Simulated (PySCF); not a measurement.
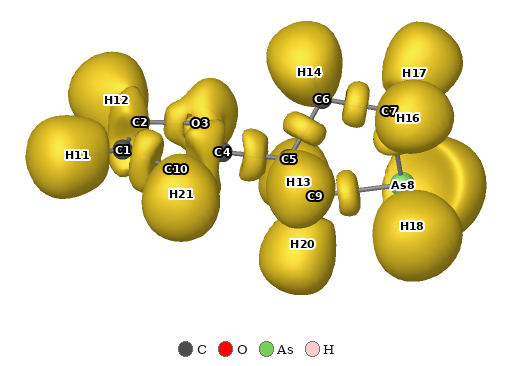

*C8H11AsO. Isosurface of the electron localisation function at 0.75 (yellow), seen across its widest extent. Core shells and regions of very low density are left out.*

Geometry: PBE0-D3(BJ)/def2-SVP.

Theory: PBE0/def2-SVPD, SCF density, gas phase in PySCF.

```xyz
21

C     3.8050    0.0696   -0.8952
C     3.5278    1.2227   -0.2268
O     2.2391    1.2313    0.1773
C     1.6661    0.0725   -0.2284
C     0.2339   -0.1301    0.1206
C    -0.6899    0.9518   -0.4568
C    -2.1142    0.7184    0.0400
As   -1.9758   -0.0267    1.8932
C    -0.0168   -0.1632    1.6331
C     2.5877   -0.6842   -0.8950
H     4.7593   -0.2114   -1.3351
H     4.1187    2.0974    0.0311
H    -0.0594   -1.1051   -0.3048
H    -0.6367    0.9673   -1.5574
H    -0.3219    1.9319   -0.1095
H    -2.6516   -0.0078   -0.5865
H    -2.7055    1.6448    0.0548
H    -2.2446   -1.4711    1.4675
H     0.4499    0.7127    2.1106
H     0.3894   -1.0637    2.1153
H     2.4141   -1.6641   -1.3341
```

**Identify the bonds, lone pairs and shells in this picture.**

The surface consists of two regions between bonded As–C atoms (shared pairs), seven regions between bonded C–C atoms (shared pairs), eleven regions around hydrogen nuclei, one region on O in which the atom's valence shell and bonds are merged and one lobe on As, pointing away from the bonds (lone pairs). Along the contacts the grid gives the following. C–O (1.35 Å): the ELF peaks at about 0.90 between the atoms, as expected for a shared but strongly polarised pair. C–C (1.36 Å): the ELF peaks at about 0.95 between the atoms; localised, covalent bonding.
